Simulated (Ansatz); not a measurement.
# How Rh absorbs and reflects light

Aim: the dielectric function of Rh, and the optical constants that follow from it. The cell comes from an older database entry, whose edges can differ from later determinations, mostly by under a per cent.

Method: DFT, PBE, plane-wave PAW, default files, scalar-relativistic, independent-particle optical response without local fields, in Ansatz 0.2.0.

The database entry behind the starting cell differs from later determinations by our own check (an axis about 0.2 % short against later determinations), so it need not match the best structure at ambient conditions.

## 1. The starting structure

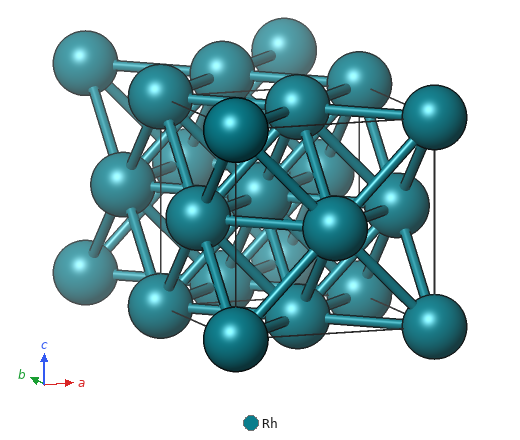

The starting structure, seen slightly off an axis (rhodium blue). 1×2×1 cells are drawn. This picture shows the conventional cell, with its axes. Some periodic images of atoms are drawn too.

As a file:

```cif
data_structure
_symmetry_space_group_name_H-M 'Fm-3m'
_symmetry_Int_Tables_number 225
_cell_length_a 3.7957
_cell_length_b 3.7957
_cell_length_c 3.7957
_cell_angle_alpha 90.000
_cell_angle_beta 90.000
_cell_angle_gamma 90.000
_cell_volume 54.69
loop_
_atom_site_label
_atom_site_type_symbol
_atom_site_symmetry_multiplicity
_atom_site_Wyckoff_symbol
_atom_site_fract_x
_atom_site_fract_y
_atom_site_fract_z
_atom_site_occupancy
Rh1 Rh 4 a 0.00000 0.00000 0.00000 1
```

## 2. Ground state and bands

First the ground state: is it a metal or has it a gap?

This step: DFT, PBE, plane-wave PAW, default files, scalar-relativistic, ground state (Ansatz 0.2.0).

input.yaml reads:

```yaml
crystal:
  lattice:
    - [0.0, 1.89785, 1.89785]
    - [1.89785, 0.0, 1.89785]
    - [1.89785, 1.89785, 0.0]
  atoms:
    - { symbol: Rh, position: [0.0, 0.0, 0.0] }
kpoints:
  mp_grid: { grid: [10, 10, 10] }
  band_path:
    path:
      - [[0.0, 0.0, 0.0], [0.5, 0.0, 0.5], [0.5, 0.25, 0.75], [0.375, 0.375, 0.75], [0.0, 0.0, 0.0], [0.5, 0.5, 0.5], [0.625, 0.25, 0.625], [0.5, 0.25, 0.75], [0.5, 0.5, 0.5], [0.375, 0.375, 0.75]]
      - [[0.625, 0.25, 0.625], [0.5, 0.0, 0.5]]
    npoints: 6
scf:
  occupations: { method: fermi_dirac, width: 0.05 }
  n_extra_bands: 6
hamiltonian:
  xc: pbe
  pseudopotentials: { kind: paw }
output:
  forces: true
  stress: true
  populations: true
  write_bands: true
  write_density: true
  write_potential: true
  elf: true
  volumetric_format: npy
```

On the command line:

```sh
$ ansatz run input.yaml --threads 4 --pin off --max-ram 8192MiB --backend cpu --events-out ev --progress --plain --runs-dir out
```

Numbers of over 12 decimals in the logs are rounded to 6 here.

Log:

```text
scf.n_extra_bands = 6 over 9 filled bands (N_el = 17.0): the run solves 15 bands
Engine: ansatz 0.2.0, aarch64-unknown-linux-gnu
Pseudopotentials: kind: paw
Pseudopotential: Rh, paw, valence charge 17, recommended cutoff 420 eV (normal), Rh.paw.azcp
Functional definition: PBE
  parameter kappa = 0.804
  parameter beta = 0.066725
  exchange = pbe_x(kappa = kappa, mu = beta*pi^2/3)
  correlation = pbe_c(beta = beta)
Crystal: 1 atoms, lattice volume = 13.671 Å³
Basis set: ecut = 420 eV, 283 PW (Γ), exchange–correlation on 36×36×36 points (8 copies of the dense FFT grid, shifted against one another)
Bands: 15, of which v1, the nominal top of the filled ones, is band 9 counted from 1 (8 counted from 0)
Symmetry: 48 space group operations
Space group: Fm-3m (ITA 225), of the structure as read, at distance tolerance 2.4e-5 Å
k-points: 47 of 1000
Non-local potential: Rh, projectors of the file, l = 0: 3, l = 1: 2, l = 2: 2, l = 3: 1
PAW form: soft (Blöchl's): semilocal exchange-correlation on the pseudo side does not see the compensation charge
PAW one-centre angular grid: Rh, 590 points (default); XC on 64 Gauss nodes
Initial density: superposition of atomic densities (neutral atoms: chi_scale 0, normalization atom), corrected by the library's trained network
Initial wavefunctions: pseudopotential atomic-orbital guess
Functional: x = pbe(κ = 0.804, μ = 0.219515), c = pbe(β = 0.066725)
SCF iter   1: F=—  HF=-6402.895042 eV  |F-HF|=—  |Δ(HF+E_count)|=         —  Δρ=3.40e-3  dr2=2.89e-4  ethr=1.77e-3  ⟨swp⟩=5.5  Hψ=3776  notcnv=0  defer=3
preconditioner: auto → none  [metal: Δε(μ)=0.072 eV  Ē_g=18.212 eV  σ=0.050 eV  W_gap=0.31  n_scr=0 (ndim 8)  ℏωp=30.1 eV  f_vac=0.000  D(μ)=1.52/eV (n_scr^D=14)]
SCF iter   2: F=—  HF=-6402.895184 eV  |F-HF|=—  |Δ(HF+E_count)|=   1.42e-4  Δρ=1.69e-3  dr2=6.21e-5  ethr=1.70e-6  ⟨swp⟩=2.7  Hψ=1500  notcnv=0  defer=41
SCF iter   3: F=—  HF=-6402.895229 eV  |F-HF|=—  |Δ(HF+E_count)|=   4.47e-5  Δρ=7.38e-4  dr2=1.34e-5  ethr=3.65e-7  ⟨swp⟩=2.1  Hψ=871  notcnv=0  defer=41
SCF iter   4: F=—  HF=-6402.895242 eV  |F-HF|=—  |Δ(HF+E_count)|=   1.33e-5  Δρ=5.72e-5  dr2=2.22e-7  ethr=7.90e-8  ⟨swp⟩=2.1  Hψ=890  notcnv=0  defer=41
iter 5 did not close the SCF: its close was put off for the readings that it lacked (scf_convergence_deferred on its scf_iter line)
SCF iter   5: F=-6402.895242 eV  HF=-6402.895242 eV  |F-HF|=9.64e-9  |Δ(HF+E_count)|=   2.57e-8  Δρ=1.79e-5  dr2=2.05e-8  ethr=1.30e-9  ⟨swp⟩=2.3  Hψ=985  notcnv=0  defer=41
SCF iter   6: F=-6402.895242 eV  HF=-6402.895242 eV  |F-HF|=3.05e-10  |Δ(HF+E_count)|=   4.66e-9  Δρ=2.21e-6  dr2=4.72e-10  ethr=1.21e-10  ⟨swp⟩=8.4  Hψ=3827  notcnv=0
SCF 1 converged in 6 iterations: F = -6402.895242 eV  dr2 = 4.72e-10
  greatest PAW one-centre occupation: 1.000 electrons in one spin orbital (limit 2), on the Rh atom at site 0 (counted from 0), in its partial waves of l = 0
NSCF: frozen V_eff on 62 k-points
SCF converged after 6 iterations
Free energy (F): -6402.895242 eV
Harris-Foulkes:  -6402.895242 eV  (|F-HF|=3.05e-10)
Internal energy: -6402.882859 eV  (E = F + TS)
E sigma→0 (E₀):  -6402.889051 eV
Entropy (-TS):   -0.012384 eV (-12.384 meV/atom)
Fermi energy:    22.583644 eV
--- Per-component energies (eV) ---
  E_band       = -82.873513
  E_kinetic    = 573.710510
  E_local      = -1556.271125  (includes V_loc(G=0)·N_el)
  E_nonlocal   = 354.479099
  E_hartree    = 547.560265
  E_xc         = -222.139602
  E_vxc        = -278.901261  (∫ρ·V_xc dr)
  E_paw        = -3586.866645  (= ΣΔE_a)
  E_vpaw       = -271.013065  (= ΣTr[D̂ρ^β])
  E_aug_tail   = 0.000839  (compensation charges beyond the density's cutoff)
  E_ewald      = -2513.356200
  E_smearing   = -0.012384  (= −TS)
  E_closure    = 0.000000  (closes the sum)
  Σ components = -6402.895242   (vs F -6402.895242, Δ=0.00e0)
--- Forces (eV/Å), atoms counted from 1 ---
  atom   1  Rh     0.00000000     0.00000000     0.00000000
  max |Σ_I F_I| component: 9.04e-32 eV/Å
--- Stress (GPa, compression-positive) ---
        7.417939      -0.000000       0.000000
       -0.000000       7.417939      -0.000000
        0.000000       0.000000       7.417939
  P = ⅓ Tr σ = 7.4179 GPa (74.179 kbar)
--- Band table (eV; the first three rows and the last of 47) ---
  k-point 0: bands = [... 5 lower, 19.4428, 19.4428, 19.4428, 21.5492, 21.5492, 38.3495, 43.7162, 43.7162, ... 2 higher]
  k-point 1: bands = [... 5 lower, 19.2789, 19.5917, 19.5917, 21.4734, 21.4734, 38.9000, 41.9726, 44.2961, ... 2 higher]
  k-point 2: bands = [... 5 lower, 19.1016, 19.8178, 19.8178, 21.5005, 21.5005, 39.0939, 39.9238, 45.8508, ... 2 higher]
  k-point 46: bands = [... 5 lower, 17.9546, 19.6227, 21.5528, 23.5518, 30.8168, 33.4772, 33.9189, 35.2962, ... 2 higher]
--- Löwdin populations: 1 site ---
  site symbol       q [e]
     0     Rh     16.8970
  spilling = 0.006060 (of n_electrons = 17.000000)
```

Wall time 1.7 s (4 threads of Arm Neoverse V2, shared host); peak memory 0.28 GiB.

Numbers from this step:

| Property | Result |
| --- | --- |
| free energy | -6402.8952 eV |
| Fermi energy | 22.58 eV |
| electrons | 17 |
| symmetry operations | 48 |
| pressure | 7.418 GPa |
| volume | 13.67 Å³ |
| gap on the path | 0 eV |

There are states at the Fermi level within the smearing, so the occupations stay smeared and the carriers get a Drude term. The cell is left with a pressure of 7.4 GPa, as it stands unrelaxed at this level.

The electronic bands at the labelled points (eV, zero at the Fermi level; # counts the bands kept):

```tsv
point	#1	#2	#3	#4	#5	#6	#7	#8
Γ	-8.03	-3.14	-3.14	-3.14	-1.03	-1.03	15.77	21.13
X	-6.40	-6.03	0.51	0.96	0.96	3.24	12.30	13.28
W	-5.09	-3.87	-3.87	-1.25	0.97	9.63	9.63	11.26
K	-5.59	-4.84	-2.11	-0.73	0.35	7.88	8.61	12.06
Γ	-8.03	-3.14	-3.14	-3.14	-1.03	-1.03	15.77	21.13
L	-6.20	-3.22	-3.22	0.54	0.54	0.69	8.66	15.32
U	-5.59	-4.84	-2.11	-0.73	0.35	7.88	8.61	12.06
W	-5.09	-3.87	-3.87	-1.25	0.97	9.63	9.63	11.26
L	-6.20	-3.22	-3.22	0.54	0.54	0.69	8.66	15.32
K	-5.59	-4.84	-2.11	-0.73	0.35	7.88	8.61	12.06
jump to U	-5.59	-4.84	-2.11	-0.73	0.35	7.88	8.61	12.06
X	-6.40	-6.03	0.51	0.96	0.96	3.24	12.30	13.28
```

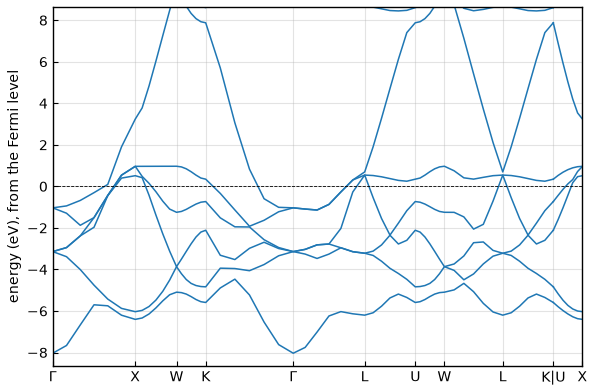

Electronic bands along the path.

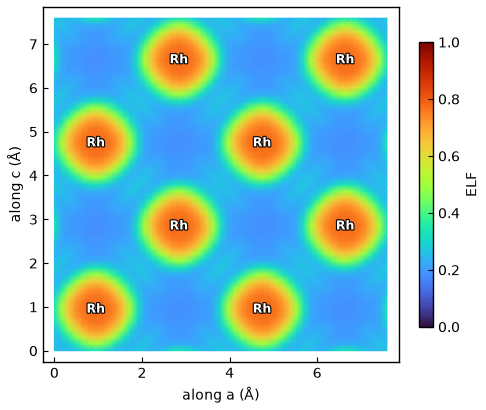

ELF in the ac plane of the conventional cell at fractional y = 0.000, with atoms of Rh within 0.2 Å of it. It is the smooth field of the valence electrons, not physical close to the nuclei. The map starts off the cell's origin, so that atoms lie inside it.

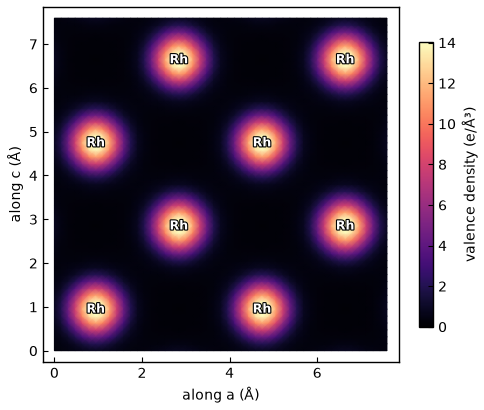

Valence density in the ac plane of the conventional cell at fractional y = 0.000, with atoms of Rh within 0.2 Å of it. It is the smooth field of the valence electrons, not physical close to the nuclei. The map starts off the cell's origin, so that atoms lie inside it.

## 3. Spectrum

The spectrum is a sum over vertical transitions between filled and empty bands at the fixed density, so many empty bands are needed.

This step: DFT, PBE, plane-wave PAW, default files, scalar-relativistic, independent-particle optical response without local fields (Ansatz 0.2.0).

input.yaml, the sections that differ from step 2:

```yaml
kpoints:
  mp_grid: { grid: [13, 13, 13] }
scf:
  occupations: { method: fermi_dirac, width: 0.05 }
output:
  optics:
    e_range: [0, 20]
    de: 0.05
    sigma: 0.1
    drude_damping: 0.05
    nscf_kmesh: { grid: [16, 16, 16] }
    bands: { spectra_wanted_up_to: 20 }
# crystal, hamiltonian: as in step 2
```

Log:

```text
[...]
Crystal: 1 atoms, lattice volume = 13.671 Å³
Basis set: ecut = 420 eV, 283 PW (Γ)
Bands: 13, of which v1, the nominal top of the filled ones, is band 9 counted from 1 (8 counted from 0)
[... 1 set-up line as in the run before ...]
[...]
k-points: 84 of 2197
[...]
SCF iter   1: F=—  HF=-6402.887382 eV  |F-HF|=—  |Δ(HF+E_count)|=         —  Δρ=3.12e-3  dr2=4.17e-4  ethr=1.77e-3  ⟨swp⟩=5.2  Hψ=6042  notcnv=0
[...]
SCF iter   8: F=-6402.887597 eV  HF=-6402.887597 eV  |F-HF|=9.09e-13  |Δ(HF+E_count)|=  1.82e-12  Δρ=6.07e-8  dr2=2.06e-13  ethr=1.00e-12  ⟨swp⟩=2.0  Hψ=2149  notcnv=0
SCF 1 converged in 8 iterations: F = -6402.887597 eV  dr2 = 2.06e-13
[...]
NSCF: frozen V_eff on 145 k-points
output.optics: what the bands over the 20 summed would add to eps1, eps2 and the energy-loss function is held between a lower and an upper bound (5 Lanczos steps). eps1, eps2 and their loss function (loss_summed_bands) are given on every row as the summed bands alone make them. Along an axis, on a row where the two bounds hold the loss function to about 1 % of the greater of itself and 0.5 % of |1/eps|, its cell (loss_completed) is given, with the completed eps1 and eps2 that it is formed of (a cell that is left empty reads nan in the table and null in the record). The two bounds hold it so along every axis on all 400 rows up to 20.000 eV. [rest of the remark cut]
SCF converged after 8 iterations
Free energy (F): -6402.887597 eV
[...]
Internal energy: -6402.875717 eV  (E = F + TS)
E sigma→0 (E₀):  -6402.881657 eV
Entropy (-TS):   -0.011881 eV (-11.881 meV/atom)
Fermi energy:    22.551514 eV
[...]
--- Band table (eV; the first three rows and the last of 84) ---
  k-point 0: bands = [... 5 lower, 19.4491, 19.4491, 19.4491, 21.5555, 21.5555, 38.3504, 43.7159, 43.7159]
  k-point 1: bands = [... 5 lower, 19.3460, 19.5412, 19.5412, 21.5056, 21.5056, 38.6884, 42.5695, 44.0633]
  k-point 2: bands = [... 5 lower, 19.1419, 19.7429, 19.7429, 21.4453, 21.4453, 39.4730, 40.4768, 45.0395]
  k-point 83: bands = [... 5 lower, 18.4217, 19.0036, 21.3904, 23.4573, 31.0059, 32.8872, 34.1994, 35.7029]
```

Run time: 7.8 s. Hardware: 4 threads; peak memory 0.92 GiB; 29 s of CPU time.

Numbers from this step:

```
centre of weight of the strongest loss peak in the window : 8.741 eV
Drude plasma energy, first axis                           : 10.11 eV
bands summed                                              : 20
spectra valid up to                                       : 35.98 eV
program's estimate of the k-sum error in Im epsilon       : 0.23 %
electrons in the f-sum                                    : 11.75
```

Table of Im ε, any direction by photon energy; read off at these points:

```tsv
photon energy (eV)	Im ε, any direction
2.0	26.4
4.0	4.64
6.0	3.33
8.0	1.45
10.0	1.96
12.0	2.46
14.0	2.27
16.0	2.17
18.0	2.59
18.8	5.01
20.0	4.69
```

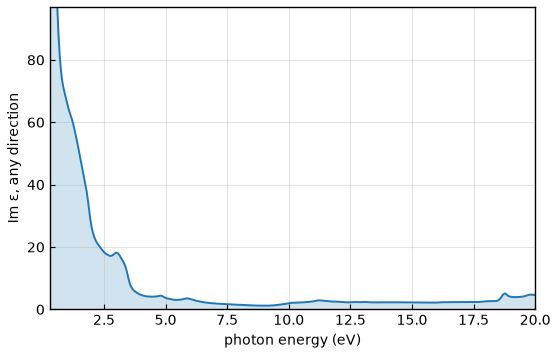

Im ε, any direction, plotted against photon energy. Below 1 eV the curve runs off the scale.

Re ε, any direction against photon energy:

```tsv
photon energy (eV)	Re ε, any direction
1	-85.8
2	-39.2
3	-18.0
4	-12.6
5	-6.81
6	-4.14
7	-2.37
8	-0.952
9	0.336
10	1.49
11	1.57
12	0.950
13	1.19
14	1.25
15	1.31
16	1.51
17	1.60
18	2.09
19	1.15
20	0.348
```

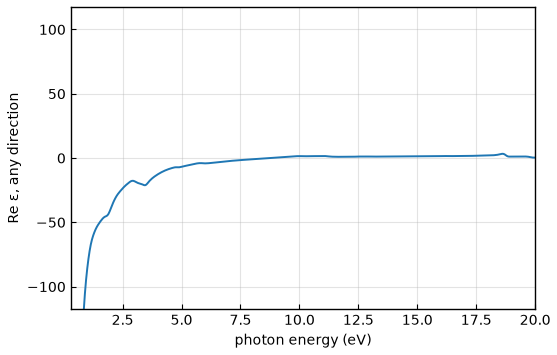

Re ε, any direction, plotted against photon energy. Below 1 eV the curve runs off the scale.

Table of refractive index n and extinction k by photon energy:

```tsv
photon energy (eV)	n	k
2	2.01	6.57
4	0.643	3.60
6	0.765	2.17
8	0.627	1.16
10	1.41	0.697
12	1.34	0.919
14	1.39	0.818
16	1.44	0.753
18	1.65	0.786
20	1.59	1.48
```

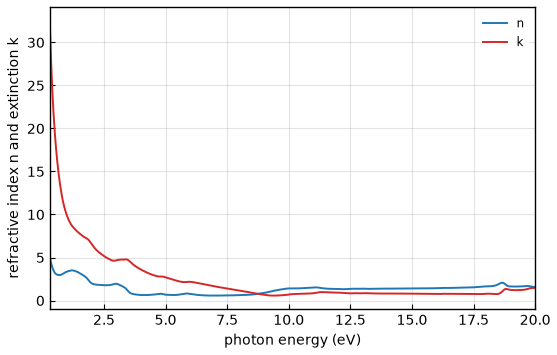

Refractive index n and extinction k, plotted against photon energy.

The loss function −Im 1/ε at q → 0, any direction has structure finer than the step of the table below, so its rows give means over 2 eV, whole bins alone (the curve runs from 0.3 to 20 eV). Peaks (eV: height): 8.8: 0.829.

Table of loss function −Im 1/ε at q → 0, any direction by energy loss; means over each step:

```tsv
energy loss (eV)	loss function −Im 1/ε at q → 0, any direction
2	0.0150
4	0.0346
6	0.122
8	0.514
10	0.401
12	0.337
14	0.340
16	0.313
18	0.232
```

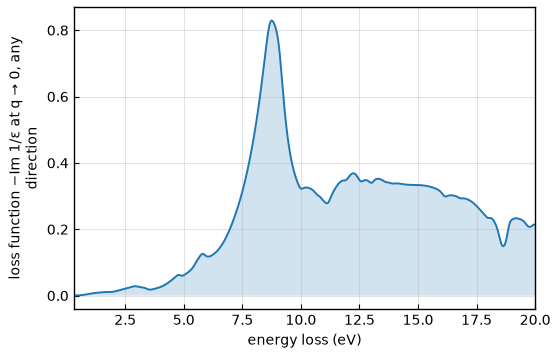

Loss function −Im 1/ε at q → 0, any direction, plotted against energy loss.

Table of reflectivity at normal incidence, any direction by photon energy; read off at these points:

```tsv
photon energy (eV)	reflectivity at normal incidence, any direction (%)
2.0	84.6
3.6	85.4
4.0	83.6
6.0	61.0
8.0	37.2
10.0	10.4
12.0	15.2
14.0	12.9
16.0	11.7
18.0	13.6
20.0	28.4
```

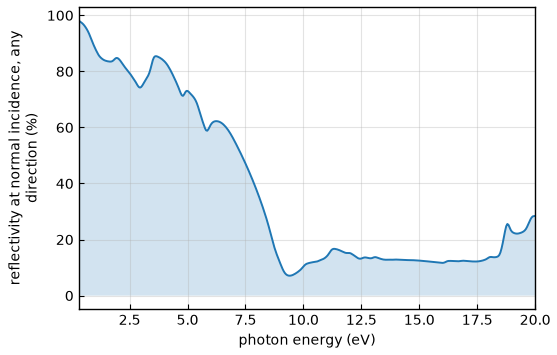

Reflectivity at normal incidence, any direction, plotted against photon energy.

Optical constants at common wavelengths, from n + ik = √ε:

```tsv
wavelength (nm)	n	k	R (%)	1/α
1064	3.49	8.846	85.8	9.6 nm
633	2.10	6.744	84.8	7.5 nm
532	1.82	5.529	81.1	7.7 nm
405	1.91	4.716	75.1	6.8 nm
365	1.37	4.780	80.8	6.1 nm
308	0.64	3.564	83.4	6.9 nm
248	0.68	2.697	73.0	7.3 nm
```

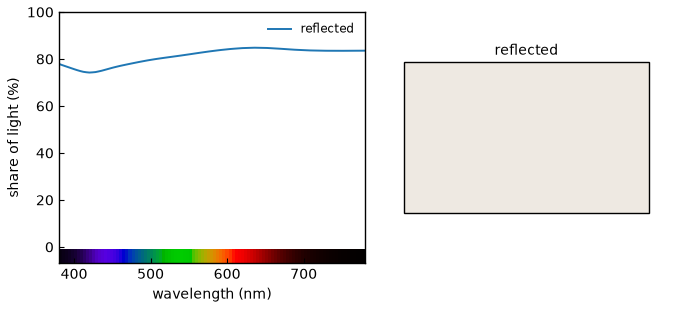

Light reflected across the visible range, with the colour that it makes of daylight (sRGB).

A polished face would reflect 82 % of daylight and look near white (CIE x = 0.321, y = 0.337 under D65).

## 4. Summary of results

| Item | Value |
| --- | --- |
| gap on the path | 0 eV |
| Drude plasma energy, first axis | 10.1 eV |
| centre of weight of the strongest loss peak in the window, first axis | 8.74 eV |

At this level (PBE, independent particles) Rh is a metal with a Drude plasma energy of 10.1 eV; it reflects 82 % at 550 nm. Along x the bare Drude plasma energy is 10.1 eV; Re ε first rises through zero at 8.74 eV. The strongest loss structure up to 20 eV has its centre of weight at 8.7 eV; a free-electron gas of the 11.7 electrons in the f-sum would put its plasmon at 34.4 eV. A polished face would reflect 82 % of daylight and look near white (CIE x = 0.321, y = 0.337 under D65). In the base run ε includes the program's bounded estimate of what the bands above those summed add. The carriers' damping of 0.05 eV is typed, not computed; at 0.8 eV the carriers give 14 % of Im ε along the first axis; the rest comes from the sum over bands, which at low energy also holds close bands and the noise of the mesh. The Fermi-Dirac width of 0.05 eV acts as an electron temperature of 580 K in the carriers' term.

[Logs are printed without paths, hosts, clocks, repeated set-up lines and the standing remarks that a program may print on its own settings, such as how far it seeks lower states.]

[Hosts, paths, dates, database ids (printed as entryN), source tags and the programs' standing remarks are cut or masked in the printed files.]
